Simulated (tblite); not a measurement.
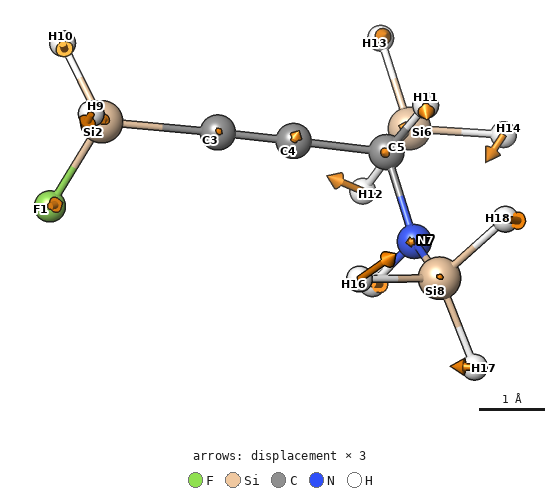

This is a relaxation of C3H10FNSi3. The starting structure is drawn; orange arrows show the displacements, magnified 3 times. The two geometries are superimposed by the best rigid fit.

The picture is a ball-and-stick view, seen from a free direction.

All numbers below come from GFN2-xTB geometry optimisation, gas phase (tblite 0.8.0). 

Which element moves most?

Answer. Hydrogen: up to 0.33 Å, against 0.11 Å for fluorine.

Describe the change and its energy.

Answer. An H atom moves most after the best rigid fit: 0.33 Å. Largest moves by element: H 0.33 Å, F 0.11 Å, C 0.08 Å, Si 0.07 Å, N 0.05 Å. Near-neighbour distances that change, for instance: C–C 1.482 → 1.443 Å, H–Si 1.502 → 1.464 Å, N–Si 1.693 → 1.723 Å, C–Si 1.861 → 1.837 Å. Among the angles between lasting bonds that change: Si–N–H 108.4° → 117.0°, N–Si–H 108.0° → 115.8°, H–Si–H 108.9° → 115.5°. After 71 geometry steps the energy has fallen by 5.97 kcal/mol. Cost: 1.1 s on 1 thread of Arm Neoverse N1, with other jobs on the host.
